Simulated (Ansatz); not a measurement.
**OCS (carbonyl sulfide) at PBE0/STO-3G**

Aim: the electronic atomisation energy of OCS (carbonyl sulfide) at PBE0/STO-3G, from 4 runs. 

The results are computed with Ansatz 0.2.0.

50 further runs of the same task are left out: 2 that didn't finish, 48 set aside as unsound or not needed.

**1. The system as given**

The species is OCS (3 atoms), meant as a singlet with charge 0. SMILES: `O=C=S`. The shape is that of a PBE0-D4/def2-TZVP optimisation.

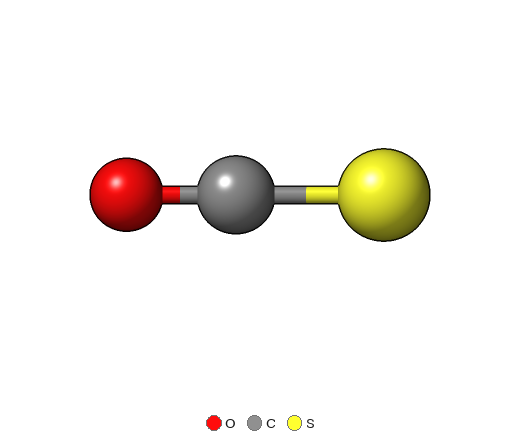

Viewed from a chosen angle; oxygen red, carbon grey, sulfur yellow.

**2. A single-point energy at PBE0/STO-3G**

The input, molecule.yaml:

```yaml
basis:
  gaussian:
    orbitals: STO-3G
crystal:
  periodic: [false, false, false]
  atoms:
    - {symbol: O, position_ang: [0.921990, 0.684410, 0.582150]}
    - {symbol: C, position_ang: [0.096740, 0.071800, 0.061080]}
    - {symbol: S, position_ang: [-1.018720, -0.756210, -0.643230]}
hamiltonian:
  xc: pbe0
accuracy: high
```

Command:

```
$ ansatz run molecule.yaml --threads 1 --pin off --max-ram 3480MiB --events-out events.jsonl --progress --plain --runs-dir runs
```

What it wrote:

```text
Warning: RAYON_NUM_THREADS=1 ignored (pool sized by the plan → 1); use --threads N
Functional definition: PBE0
  name "PBE0"
  parameter a = 0.25
  parameter kappa = 0.804
  parameter beta = 0.06672455060314922
  exchange = (1 - a)*pbe_x(kappa = kappa, mu = beta*pi^2/3) + a*exact_x
  correlation = pbe_c(beta = beta)
325 factors; integrals over basis functions are off by at most 2.3e-8 eV
mean field evaluation 1: about -13750.0836 eV, gradient 2.3e1 eV
mean field evaluation 2: about -13748.0035 eV, gradient 3.7e1 eV
mean field evaluation 4: about -13751.5230 eV, gradient 2.5e0 eV
mean field evaluation 8: about -13751.5203 eV, gradient 2.4e-2 eV
mean field evaluation 16: about -13751.5203 eV, gradient 7.9e-9 eV
mean field -13751.52025893 eV, -505.3590484003 hartree, gradient 8.4e-9 eV, S^2 0.000000; 0 other end points of the search recorded, 0 dependent functions left out
reference -13751.52025974 eV, -505.3590484301 hartree; 15, 15 occupied and 4, 4 virtual orbitals, 325 factors
Total energy: -13751.52025974 eV, -505.3590484301 hartree
```

Run time: 0.4 s. Hardware: 1 thread of Intel Xeon 6975P-C (Granite Rapids), shared host.

**3. The C atom at the same level**

The input, molecule.yaml:

```yaml
crystal:
  periodic: [false, false, false]
  atoms:
    - {symbol: C, position_ang: [0.000000, 0.000000, 0.000000]}
basis:
  gaussian:
    orbitals: STO-3G
total_charge: 0
magnetization:
  spin_polarized: true
  initial_magnetization: 2
hamiltonian:
  xc: {name: PBE0}
accuracy: high
```

Run the same way, it converges to -37.30347 Eh (log not shown).

**4. The O atom**

The input, input.yaml:

```yaml
crystal:
  periodic: [false, false, false]
  atoms:
    - {symbol: O, position_ang: [0.000000, 0.000000, 0.000000]}
basis:
  gaussian: {orbitals: STO-3G}
magnetization: {spin_polarized: true, initial_magnetization: 2}
hamiltonian: {xc: {name: PBE0}}
accuracy: high
```

Run the same way, it converges to -73.97643 Eh (log not shown).

**5. The S atom at the same level**

The input, run.yaml:

```yaml
basis:
  gaussian: {orbitals: STO-3G}
crystal:
  periodic: [false, false, false]
  atoms:
    - {symbol: S, position_ang: [0.000000, 0.000000, 0.000000]}
magnetization: {spin_polarized: true, initial_magnetization: 2}
accuracy: high
hamiltonian: {xc: pbe0}
```

Run the same way, it converges to -393.54590 Eh (log not shown).

**6. What came out**

Level: PBE0/STO-3G.

| quantity | value |
| --- | --- |
| molecule: total energy | -505.35905 Eh |
| C atom: total energy | -37.30347 Eh |
| C atom: ⟨S²⟩ | 2.000 |
| O atom: total energy | -73.97643 Eh |
| O atom: ⟨S²⟩ | 2.000 |
| S atom: total energy | -393.54590 Eh |
| S atom: ⟨S²⟩ | 2.000 |
| electronic atomisation energy | 14.510 eV |

Taking the molecule apart into free atoms costs 14.51 eV (1400 kJ/mol), before zero-point energy and without spin-orbit coupling. In a minimal basis such a difference can be off by several eV, whatever the method.
